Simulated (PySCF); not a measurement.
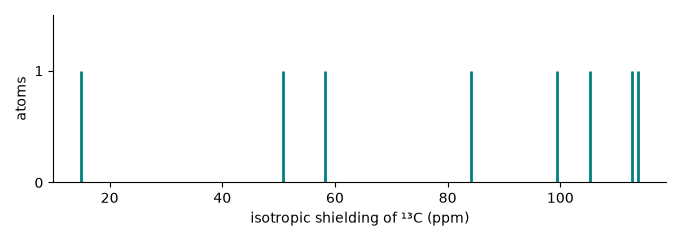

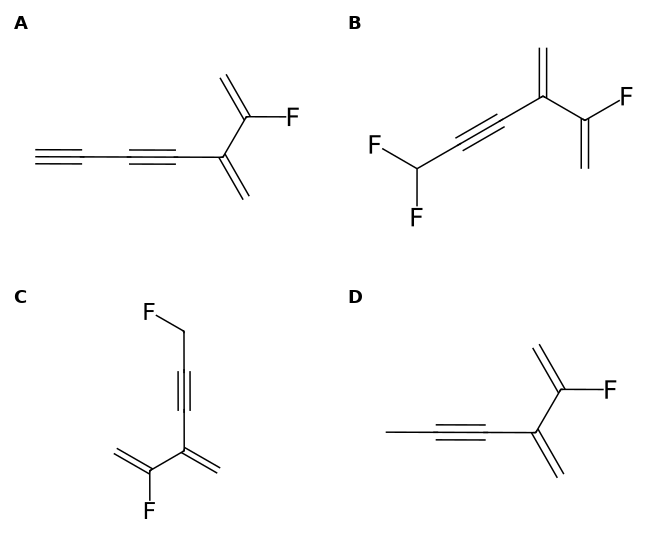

The sticks are computed shieldings of one of the molecules, for one fixed geometry (GFN2-xTB) without averaging over rotations. Low shielding means a high chemical shift. Method: GIAO PBE0/pcSseg-1 NMR shielding, non-relativistic, gas phase (PySCF 2.14.0).

Question: Match the spectrum to a structure.

Answer: A, `C#CC#CC(=C)C(=C)F`. Its 8 C atoms give lines at 14.9, 50.7, 58.3, 84.2, 99.4, 105.3, 112.7, 113.9 ppm.
